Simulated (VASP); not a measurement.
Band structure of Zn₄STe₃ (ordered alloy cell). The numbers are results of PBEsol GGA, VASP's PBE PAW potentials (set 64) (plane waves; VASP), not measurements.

Unless said otherwise, spin-orbit coupling is left out, though it shifts the bands of the heavy elements here.

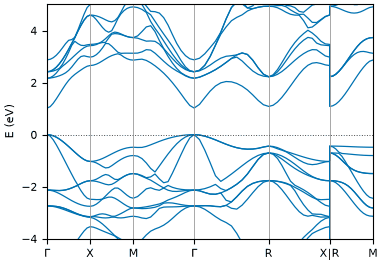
*Bands along high-symmetry lines, zero at the valence-band maximum or, without a gap, the Fermi level*

Problem. Read the plot: is there a gap, and where are the band edges?

Solution. The gap is direct, 1.02 eV, from the valence maximum at Γ to the conduction minimum at Γ. (Edges off the drawn lines would not show.)

The structure was generated: Zn4STe3 was put into an ordered model structure (P-43m), which need not be its known phase. It was relaxed first.
